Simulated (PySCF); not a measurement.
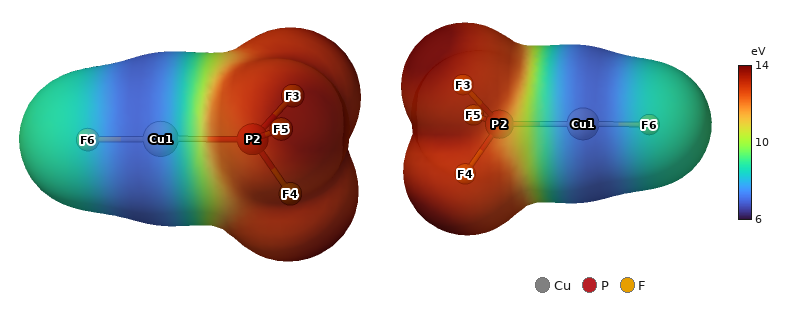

Figure. Cu(PF3)F (CuF4P). Average local ionisation energy on the surface of electron density 0.001 a.u. (back view left, front view right).

Computed with PySCF, BLYP/def2-SVP, geometry: GFN2-xTB. This is a single-reference result, which may miss multireference character in this system. No frequency check shows the geometry to be a minimum. GFN2-xTB bond lengths at metals and heavier atoms can be off by up to 0.1 Å and shapes distorted, which carries into these values.

Geometry (Å), atoms numbered from 1:

```
Cu1      1.2231    0.0065   -0.0000
P2      -0.9374    0.0017    0.0002
F3      -1.7725    1.0477    0.8395
F4      -1.7719   -1.2559    0.4904
F5      -1.7723    0.1982   -1.3300
F6       2.9379   -0.0136    0.0000
```

> Where are the most loosely bound electrons on this surface?

The lowest value is 7.0 eV, 2.0 Å from Cu1. Further minima include 13.0 eV, 1.6 Å from F4. For comparison, the highest occupied orbital lies at −6.3 eV.

Cost of the run: 20 s on 1 thread of Arm Neoverse V2 (shared host), peak memory 0.41 GiB.
